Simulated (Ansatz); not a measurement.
# SiH₃O (doublet): correlated methods under varied settings at distance Si1–O2 = 1.657 Å

Aim: run SiH₃O (doublet) at one geometry under a spread of methods and options, and see what each costs and gives.

Computed with Ansatz 0.2.0, Gaussian basis. Level: the settings change from run to run.

26 further runs of the same task are left out: 1 for a mislabelled method, 1 for a known fault of the program, 20 that didn't finish, 4 set aside as unsound or not needed.

## 1. The geometry

The geometry derives from a PBE0/def2-TZVP stationary point (not a proven minimum). One bond is set to the value named and the two fragments are kept rigid.

5 atoms, charge 0, spin multiplicity 2.

Atoms are counted from 1 here; the program's logs count them from 0.

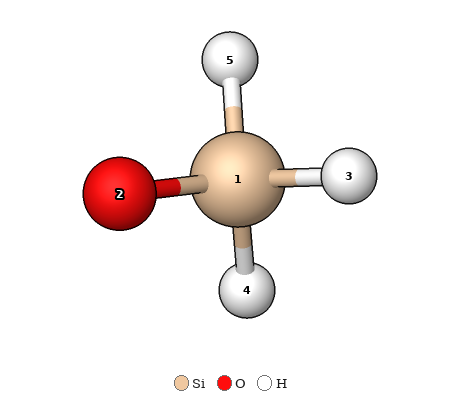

The geometry (silicon light orange, oxygen red, hydrogen white); atoms are numbered from 1 in the order of the file.

## 2. NEVPT4(SD)(11,6)/STO-3G

Input file in.yaml:

```yaml
crystal:
  periodic: [false, false, false]
  atoms:
    - {symbol: Si, position_ang: [0.004053, 0.000000, 0.532729]}
    - {symbol: O, position_ang: [-0.021964, 0.000002, -1.124355]}
    - {symbol: H, position_ang: [1.476262, -0.000114, 0.783135]}
    - {symbol: H, position_ang: [-0.620188, 1.217950, 1.110025]}
    - {symbol: H, position_ang: [-0.620376, -1.217854, 1.110025]}
basis:
  gaussian: {orbitals: STO-3G, fitting: {mean_field: def2-universal-jkfit}}
magnetization: {spin_polarized: false, initial_magnetization: 1}
hamiltonian: {pseudopotentials: {relativity: scalar}}
correlation: {method: fic_nevpt4_sd, electrons: outside_noble_gas, active_space: {window: {electrons: 11, orbitals: 6}, states: [{multiplicity: 2, weights: [1, 1]}], root: 0}}
accuracy: high
```

Launch:

```sh
$ ansatz run in.yaml --threads 1 --pin off --events-out ev --progress --plain --max-ram 2393MiB
```

Standard output:

```text
Functional definition: HF
  name "HF"
  cite "Fock, Z. Phys. 61, 126 (1930) doi:10.1007/BF01340294"
  parent pbe
  exchange = exact_x
  correlation = 0
259 factors; integrals over basis functions are off by at most 7.5e-3 eV
mean field evaluation 1: about -9836.1177 eV, gradient 2.5e1 eV
mean field evaluation 2: about -9839.9634 eV, gradient 1.6e1 eV
mean field evaluation 4: about -9841.3176 eV, gradient 9.7e-1 eV
mean field evaluation 8: about -9841.3320 eV, gradient 8.7e-9 eV
mean field evaluation 16: about -9841.2836 eV, gradient 3.1e-1 eV
mean field evaluation 32: about -9841.2331 eV, gradient 1.4e-1 eV
mean field -9841.33198706 eV, -361.6622798299 hartree, gradient 7.7e-9 eV, S^2 0.750000; 7 other end points of the search recorded, 0 dependent functions left out
reference -9841.33198706 eV, -361.6622798299 hartree; 13, 12 occupied and 4, 5 virtual orbitals, 259 factors
state -9841.32393352 eV, -361.6619838678 hartree
state -9841.22508103 eV, -361.6583511059 hartree
state -9841.32393352 eV, -361.6619838678 hartree; corrected -9843.29431535 eV, -361.7343940644 hartree
state -9841.22508103 eV, -361.6583511059 hartree; corrected -9843.18222053 eV, -361.7302746559 hartree
WARN: 4 active orbitals are nearly empty or full. The corrections depend on them more than the energy does, and are more stable in an active space without them
Total energy: -9843.29431535 eV, -361.7343940644 hartree
Relativity: scalar
```

Run time: 0.72 s. Hardware: 1 thread of Arm Neoverse V1, shared host.

From the report: 4 determinants; active occupations (of the averaged states) 2.00, 2.00, 2.00, 2.00, 1.50, 1.50. The report marks this result as in doubt.

## 3. CCSD/cc-pVDZ

Input file in.yaml:

```yaml
crystal:
  periodic: [false, false, false]
  atoms:
    - {symbol: Si, position_ang: [0.004053, 0.000000, 0.532729]}
    - {symbol: O, position_ang: [-0.021964, 0.000002, -1.124355]}
    - {symbol: H, position_ang: [1.476262, -0.000114, 0.783135]}
    - {symbol: H, position_ang: [-0.620188, 1.217950, 1.110025]}
    - {symbol: H, position_ang: [-0.620376, -1.217854, 1.110025]}
basis:
  gaussian: {orbitals: cc-pVDZ}
magnetization: {spin_polarized: false, initial_magnetization: 1}
hamiltonian: {xc: {name: PBE0}}
correlation: {method: ccsd, electrons: all}
scf: {lower_state_search: light}
output: {forces: true}
```

The command is unchanged.

Standard output, shortened:

```text
Functional definition: PBE0
  name "PBE0"
  cite "Adamo & Barone, J. Chem. Phys. 110, 6158 (1999) doi:10.1063/1.478522"
  cite "Perdew, Burke & Ernzerhof, Phys. Rev. Lett. 77, 3865 (1996) doi:10.1103/PhysRevLett.77.3865"
  parent pbe
[...]
439 factors; integrals over basis functions are off by at most 1.1e-3 eV
[...]
mean field -9965.97594271 eV, -366.2428607134 hartree, gradient 5.7e-6 eV, S^2 0.750000; 3 other end points of the search recorded, 0 dependent functions left out
[...]
reference -9945.49329793 eV, -365.4901374014 hartree; 13, 12 occupied and 34, 35 virtual orbitals, 439 factors
second order -7.42558321 eV of doubles, -0.42569274 eV of singles
cycle   1  -8.10952977 eV  change   -2.6e-1 eV  update   7.7e-2
[...]
cycle  19  -8.43527127 eV  change    4.5e-8 eV  update   7.7e-8
[...]
Total energy: -9953.92856919 eV, -365.8001279027 hartree
Atom 0 at     0.004053     0.000000     0.532729 Å, force     0.194554    -0.000015     1.636688 eV/Å
Atom 1 at    -0.021964     0.000002    -1.124355 Å, force    -0.090521     0.000007    -1.746164 eV/Å
Atom 2 at     1.476262    -0.000114     0.783135 Å, force    -0.018645     0.000001     0.056740 eV/Å
Atom 3 at    -0.620188     1.217950     1.110025 Å, force    -0.042692     0.023120     0.026368 eV/Å
Atom 4 at    -0.620376    -1.217854     1.110025 Å, force    -0.042696    -0.023114     0.026368 eV/Å
Dipole moment:    -0.019746     0.000002     0.304338 e Å
```

Run time: 17 s. Hardware: 1 thread of Arm Neoverse V1, shared host.

From the report: correlation -8.4353 eV; T1 0.014; largest double amplitude 0.03. The orbitals are Kohn-Sham ones, so correlation energy and T1 don't compare with those on Hartree-Fock orbitals.

## 4. CCSD(T) on ROHF/cc-pVDZ

Edit in.yaml of step 3 so:

```diff
@@ -11,5 +11,4 @@
 magnetization: {spin_polarized: false, initial_magnetization: 1}
-hamiltonian: {xc: {name: PBE0}}
-correlation: {method: ccsd, electrons: all}
-scf: {lower_state_search: light}
+correlation: {method: ccsd_t, electrons: outside_noble_gas}
+scf: {lower_state_search: off}
 output: {forces: true}
```

Launched as before.

Standard output, shortened:

```text
Functional definition: HF
  name "HF"
  cite "Fock, Z. Phys. 61, 126 (1930) doi:10.1007/BF01340294"
  parent pbe
[...]
439 factors; integrals over basis functions are off by at most 1.1e-3 eV
[...]
mean field -9945.99208690 eV, -365.5084675581 hartree, gradient 6.3e-6 eV, S^2 0.750000; 0 other end points of the search recorded, 0 dependent functions left out
6 core orbitals not correlated: weight in the atoms' cores, before any rotation towards them, 1.000 or more for the frozen orbitals, at most 0.000 for the correlated occupied ones
reference -9945.99208690 eV, -365.5084675581 hartree; 7, 6 occupied and 34, 35 virtual orbitals, 439 factors
second order -6.65436631 eV of doubles, -0.07427577 eV of singles
cycle   1  -7.39230363 eV  change   -6.6e-1 eV  update   7.0e-2
[...]
cycle  20  -7.71729463 eV  change   -1.3e-8 eV  update   4.8e-8
perturbative correction -0.14197876 eV, -0.0052176232 hartree
[...]
Total energy: -9953.85136029 eV, -365.7972905279 hartree
Atom 0 at     0.004053     0.000000     0.532729 Å, force     0.100632    -0.000008     1.583848 eV/Å
Atom 1 at    -0.021964     0.000002    -1.124355 Å, force    -0.059236     0.000005    -1.777128 eV/Å
Atom 2 at     1.476262    -0.000114     0.783135 Å, force     0.049941    -0.000004     0.063139 eV/Å
Atom 3 at    -0.620188     1.217950     1.110025 Å, force    -0.045663     0.062200     0.065071 eV/Å
Atom 4 at    -0.620376    -1.217854     1.110025 Å, force    -0.045673    -0.062193     0.065071 eV/Å
Dipole moment:    -0.013025     0.000001     0.304532 e Å
Checks for a lower state left out: starts, cluster_reference, orbital_swaps, neighbouring_geometries, increment
```

It took 5.5 s on 1 thread of Arm Neoverse V1, shared host.

From the report: correlation -7.8593 eV; T1 0.023; largest double amplitude 0.03.

## 5. MP2 on UHF/cc-pVDZ

Edit in.yaml of step 4 so:

```diff
@@ -10,5 +10,4 @@
   gaussian: {orbitals: cc-pVDZ}
-magnetization: {spin_polarized: false, initial_magnetization: 1}
-correlation: {method: ccsd_t, electrons: outside_noble_gas}
-scf: {lower_state_search: off}
+magnetization: {spin_polarized: true, initial_magnetization: 1}
+correlation: {method: mp2, electrons: outside_noble_gas}
 output: {forces: true}
```

The command is unchanged.

Standard output, shortened:

```text
Functional definition: HF
  name "HF"
  cite "Fock, Z. Phys. 61, 126 (1930) doi:10.1007/BF01340294"
  parent pbe
[...]
439 factors; integrals over basis functions are off by at most 1.1e-3 eV
[...]
mean field -9946.09948160 eV, -365.5124142405 hartree, gradient 3.0e-6 eV, S^2 0.756395; 6 other end points of the search recorded, 0 dependent functions left out
6 core orbitals not correlated: weight in the atoms' cores, before any rotation towards them, 1.000 or more for the frozen orbitals, at most 0.000 for the correlated occupied ones
reference -9946.09948160 eV, -365.5124142405 hartree; 7, 6 occupied and 34, 35 virtual orbitals, 439 factors
second order -6.62379119 eV of doubles, -0.00000000 eV of singles
[...]
Total energy: -9952.72327279 eV, -365.7558340769 hartree
Atom 0 at     0.004053     0.000000     0.532729 Å, force     0.250947    -0.000019     1.791946 eV/Å
Atom 1 at    -0.021964     0.000002    -1.124355 Å, force    -0.099742     0.000008    -1.851548 eV/Å
Atom 2 at     1.476262    -0.000114     0.783135 Å, force    -0.077903     0.000006     0.044119 eV/Å
Atom 3 at    -0.620188     1.217950     1.110025 Å, force    -0.036652    -0.012080     0.007742 eV/Å
Atom 4 at    -0.620376    -1.217854     1.110025 Å, force    -0.036650     0.012086     0.007742 eV/Å
Dipole moment:    -0.024698     0.000002     0.294823 e Å
```

Wall time 1.2 s (1 thread of Arm Neoverse V1, shared host).

From the report: ⟨S²⟩ of the determinant 0.756 (pure doublet: 0.75).

## 6. BCCD(T) on UHF/cc-pVDZ

Edit in.yaml of step 5 so:

```diff
@@ -11,3 +11,2 @@
 magnetization: {spin_polarized: true, initial_magnetization: 1}
-correlation: {method: mp2, electrons: outside_noble_gas}
-output: {forces: true}
+correlation: {method: bccd_t, electrons: valence}
```

The command is unchanged.

Standard output, shortened:

```text
Functional definition: HF
  name "HF"
  cite "Fock, Z. Phys. 61, 126 (1930) doi:10.1007/BF01340294"
  parent pbe
[...]
439 factors; integrals over basis functions are off by at most 1.1e-3 eV
[...]
mean field -9946.09948160 eV, -365.5124142405 hartree, gradient 3.0e-6 eV, S^2 0.756395; 7 other end points of the search recorded, 0 dependent functions left out
determinant -9946.09948160 eV, -365.5124142405 hartree, with singles and doubles -9953.70926202 eV, -365.7920685128 hartree
determinant -9945.96795457 eV, -365.5075807112 hartree, with singles and doubles -9953.54747395 eV, -365.7861229107 hartree
determinant -9943.92623551 eV, -365.4325489196 hartree, with singles and doubles -9951.54650568 eV, -365.7125886832 hartree
determinant -9946.09948160 eV, -365.5124142405 hartree, with singles and doubles -9953.71120820 eV, -365.7921400337 hartree
determinant -9945.96795457 eV, -365.5075807112 hartree, with singles and doubles -9953.54928053 eV, -365.7861893016 hartree
6 core orbitals not correlated: weight in the atoms' cores, before any rotation towards them, 1.000 or more for the frozen orbitals, at most 0.000 for the correlated occupied ones
reference -9946.09948160 eV, -365.5124142405 hartree; 7, 6 occupied and 34, 35 virtual orbitals, 439 factors
second order -6.62379119 eV of doubles, -0.00000000 eV of singles
cycle   1  -7.59428256 eV  change    1.7e-2 eV  update   5.4e-3
[...]
cycle   9  -7.59469410 eV  change   -4.2e-6 eV  update   1.1e-5
perturbative correction -0.15959294 eV, -0.0058649325 hartree
Total energy: -9953.85376865 eV, -365.7973790334 hartree
```

It took 6 s on 1 thread of Arm Neoverse V1, shared host.

From the report: ⟨S²⟩ of the determinant 0.756 (pure doublet: 0.75); correlation -7.7543 eV; largest double amplitude 0.03.

## 7. CCSDT(Q) on ROHF/6-31G

Edit in.yaml of step 6 so:

```diff
@@ -9,4 +9,4 @@
 basis:
-  gaussian: {orbitals: cc-pVDZ}
-magnetization: {spin_polarized: true, initial_magnetization: 1}
-correlation: {method: bccd_t, electrons: valence}
+  gaussian: {orbitals: 6-31G}
+magnetization: {spin_polarized: false, initial_magnetization: 1}
+correlation: {method: ccsdt_q, electrons: outside_noble_gas, diis_vectors: 2}
```

Launched as before.

Standard output, shortened:

```text
Functional definition: HF
  name "HF"
  cite "Fock, Z. Phys. 61, 126 (1930) doi:10.1007/BF01340294"
  parent pbe
[...]
581 factors; integrals over basis functions are off by at most 4.7e-8 eV
[...]
mean field -9943.20708924 eV, -365.4061207816 hartree, gradient 2.4e-6 eV, S^2 0.750000; 10 other end points of the search recorded, 0 dependent functions left out
[...]
determinant -9943.20708924 eV, -365.4061207816 hartree, with singles and doubles -9947.77541107 eV, -365.5740035124 hartree
determinant -9943.08000868 eV, -365.4014506575 hartree, with singles and doubles -9947.61254575 eV, -365.5680183224 hartree
determinant -9941.07171638 eV, -365.3276472764 hartree, with singles and doubles -9945.60322214 eV, -365.4941770417 hartree
determinant -9943.20708924 eV, -365.4061207816 hartree, with singles and doubles -9947.77736470 eV, -365.5740753069 hartree
determinant -9943.08000868 eV, -365.4014506575 hartree, with singles and doubles -9947.61429289 eV, -365.5680825285 hartree
6 core orbitals not correlated: weight in the atoms' cores, before any rotation towards them, 1.000 or more for the frozen orbitals, at most 0.000 for the correlated occupied ones
reference -9943.20708924 eV, -365.4061207816 hartree; 7, 6 occupied and 15, 16 virtual orbitals, 581 factors
second order -3.84103506 eV of doubles, -0.02021515 eV of singles
cycle   1  -4.26576434 eV  change   -4.0e-1 eV  update   7.2e-2
[...]
cycle  30  -4.65418019 eV  change    3.5e-7 eV  update   1.4e-6
perturbative correction -0.00822650 eV, -0.0003023183 hartree
Total energy: -9947.86949592 eV, -365.5774610670 hartree
```

It took 8.5 s on 1 thread of Arm Neoverse V1, shared host.

From the report: correlation -4.6624 eV; T1 0.023; largest double amplitude 0.04.

## 8. CCSD on ROHF/cc-pVDZ

Edit in.yaml of step 7 so:

```diff
@@ -9,4 +9,4 @@
 basis:
-  gaussian: {orbitals: 6-31G}
+  gaussian: {orbitals: cc-pVDZ}
 magnetization: {spin_polarized: false, initial_magnetization: 1}
-correlation: {method: ccsdt_q, electrons: outside_noble_gas, diis_vectors: 2}
+correlation: {method: ccsd, electrons: outside_noble_gas}
```

The command is unchanged.

Standard output, shortened:

```text
Functional definition: HF
  name "HF"
  cite "Fock, Z. Phys. 61, 126 (1930) doi:10.1007/BF01340294"
  parent pbe
[...]
439 factors; integrals over basis functions are off by at most 1.1e-3 eV
[...]
mean field -9945.99208690 eV, -365.5084675581 hartree, gradient 6.3e-6 eV, S^2 0.750000; 10 other end points of the search recorded, 0 dependent functions left out
[...]
determinant -9945.99208690 eV, -365.5084675581 hartree, with singles and doubles -9953.70737337 eV, -365.7919991063 hartree
determinant -9945.86580666 eV, -365.5038268447 hartree, with singles and doubles -9953.54579688 eV, -365.7860612796 hartree
determinant -9943.81854938 eV, -365.4285915273 hartree, with singles and doubles -9951.54459079 eV, -365.7125183122 hartree
determinant -9945.99208690 eV, -365.5084675581 hartree, with singles and doubles -9953.70938757 eV, -365.7920731268 hartree
determinant -9945.86580666 eV, -365.5038268447 hartree, with singles and doubles -9953.54761039 eV, -365.7861279251 hartree
6 core orbitals not correlated: weight in the atoms' cores, before any rotation towards them, 1.000 or more for the frozen orbitals, at most 0.000 for the correlated occupied ones
reference -9945.99208690 eV, -365.5084675581 hartree; 7, 6 occupied and 34, 35 virtual orbitals, 439 factors
second order -6.65436631 eV of doubles, -0.07427577 eV of singles
cycle   1  -7.71729690 eV  change    3.8e-6 eV  update   1.9e-6
Total energy: -9953.70938380 eV, -365.7920729882 hartree
```

Run time: 4.2 s. Hardware: 1 thread of Arm Neoverse V1, shared host.

From the report: correlation -7.7173 eV; T1 0.023; largest double amplitude 0.03.

## 9. CCSD on UHF/cc-pVDZ

Edit in.yaml of step 8 so:

```diff
@@ -10,3 +10,3 @@
   gaussian: {orbitals: cc-pVDZ}
-magnetization: {spin_polarized: false, initial_magnetization: 1}
+magnetization: {spin_polarized: true, initial_magnetization: 1}
 correlation: {method: ccsd, electrons: outside_noble_gas}
```

Same command.

Standard output, shortened:

```text
Functional definition: HF
  name "HF"
  cite "Fock, Z. Phys. 61, 126 (1930) doi:10.1007/BF01340294"
  parent pbe
[...]
439 factors; integrals over basis functions are off by at most 1.1e-3 eV
[...]
mean field -9946.09948160 eV, -365.5124142405 hartree, gradient 3.0e-6 eV, S^2 0.756395; 7 other end points of the search recorded, 0 dependent functions left out
determinant -9946.09948160 eV, -365.5124142405 hartree, with singles and doubles -9953.70926202 eV, -365.7920685128 hartree
determinant -9945.96795457 eV, -365.5075807112 hartree, with singles and doubles -9953.54747395 eV, -365.7861229107 hartree
determinant -9943.92623551 eV, -365.4325489196 hartree, with singles and doubles -9951.54650568 eV, -365.7125886832 hartree
determinant -9946.09948160 eV, -365.5124142405 hartree, with singles and doubles -9953.71120820 eV, -365.7921400337 hartree
determinant -9945.96795457 eV, -365.5075807112 hartree, with singles and doubles -9953.54928053 eV, -365.7861893016 hartree
6 core orbitals not correlated: weight in the atoms' cores, before any rotation towards them, 1.000 or more for the frozen orbitals, at most 0.000 for the correlated occupied ones
reference -9946.09948160 eV, -365.5124142405 hartree; 7, 6 occupied and 34, 35 virtual orbitals, 439 factors
second order -6.62379119 eV of doubles, -0.00000000 eV of singles
cycle   1  -7.61172284 eV  change    3.8e-6 eV  update   1.9e-6
Total energy: -9953.71120444 eV, -365.7921398955 hartree
```

Run time: 4.2 s. Hardware: 1 thread of Arm Neoverse V1, shared host.

From the report: ⟨S²⟩ of the determinant 0.756 (pure doublet: 0.75); correlation -7.6117 eV; T1 0.020; largest double amplitude 0.03.

## 10. CISD/cc-pVDZ

Edit in.yaml of step 9 so:

```diff
@@ -10,3 +10,5 @@
   gaussian: {orbitals: cc-pVDZ}
-magnetization: {spin_polarized: true, initial_magnetization: 1}
-correlation: {method: ccsd, electrons: outside_noble_gas}
+magnetization: {spin_polarized: false, initial_magnetization: 1}
+hamiltonian: {pseudopotentials: {relativity: none}}
+correlation: {active_space: {ras: {orbitals: [12, 1, 34], electrons: 25, max_holes: 2, max_particles: 2}, fixed_orbitals: true}}
+scf: {lower_state_search: light}
```

Same command.

Standard output:

```text
Functional definition: HF
  name "HF"
  cite "Fock, Z. Phys. 61, 126 (1930) doi:10.1007/BF01340294"
  parent pbe
  exchange = exact_x
  correlation = 0
439 factors; integrals over basis functions are off by at most 1.1e-3 eV
mean field evaluation 1: about -9939.1317 eV, gradient 3.7e1 eV
mean field evaluation 2: about -9939.1618 eV, gradient 3.7e1 eV
mean field evaluation 4: about -9945.2205 eV, gradient 9.3e0 eV
mean field evaluation 8: about -9945.9763 eV, gradient 1.0e0 eV
mean field evaluation 16: about -9939.0829 eV, gradient 3.3e1 eV
mean field evaluation 32: about -9945.8578 eV, gradient 1.1e0 eV
mean field evaluation 64: about -9945.9869 eV, gradient 8.2e-1 eV
mean field evaluation 96: about -9945.8658 eV, gradient 6.5e-2 eV
mean field -9945.99208690 eV, -365.5084675581 hartree, gradient 6.3e-6 eV, S^2 0.750000; 9 other end points of the search recorded, 0 dependent functions left out
reference -9945.99208690 eV, -365.5084675581 hartree; 13, 12 occupied and 34, 35 virtual orbitals, 439 factors
state -9953.34858844 eV, -365.7788140033 hartree
Total energy: -9953.34858844 eV, -365.7788140033 hartree
```

Run time: 46 s. Hardware: 1 thread of Arm Neoverse V1, shared host.

From the report: 217,433 determinants.

## 11. The runs in one table

Where basis and cores are those of an earlier UCCSDT(Q)/cc-pVDZ run (-9953.8895 eV), and the state is the same kind, the miss against it is given. † marks a result that the program doubts.

```tsv
level	correlated	functions	energy (eV)	from UCCSDT(Q) (meV)	time
NEVPT4(SD)(11,6)/STO-3G (lowest root of an average, relativity set) †	outside noble gas	17	-9843.2943		0.72 s
CCSD/cc-pVDZ (on PBE0 orbitals)	all	47	-9953.9286		17 s
CCSD(T) on ROHF/cc-pVDZ	outside noble gas	47	-9953.8514	38.2	5.5 s
MP2 on UHF/cc-pVDZ	outside noble gas	47	-9952.7233	1166.3	1.2 s
BCCD(T) on UHF/cc-pVDZ	valence	47	-9953.8538	35.8	6 s
CCSDT(Q) on ROHF/6-31G	outside noble gas	28	-9947.8695		8.5 s
CCSD on ROHF/cc-pVDZ	outside noble gas	47	-9953.7094	180.2	4.2 s
CCSD on UHF/cc-pVDZ	outside noble gas	47	-9953.7112	178.3	4.2 s
CISD/cc-pVDZ	all	47	-9953.3486		46 s
```

## 12. What came out

| quantity | value |
| --- | --- |
| runs | 9 |
| quickest | NEVPT4(SD)(11,6)/STO-3G (lowest root of an average, relativity set) †, 0.72 s |
| slowest | CISD/cc-pVDZ, 46 s |

**Reading.** Total energies in different bases, with other cores or another treatment of relativity can't be set against each other. CISD/cc-pVDZ took 64 times as long as NEVPT4(SD)(11,6)/STO-3G (lowest root of an average, relativity set) †; the jobs differ in more than the method. Among the correlated runs with a miss given, it spans +36 to +1166 meV.
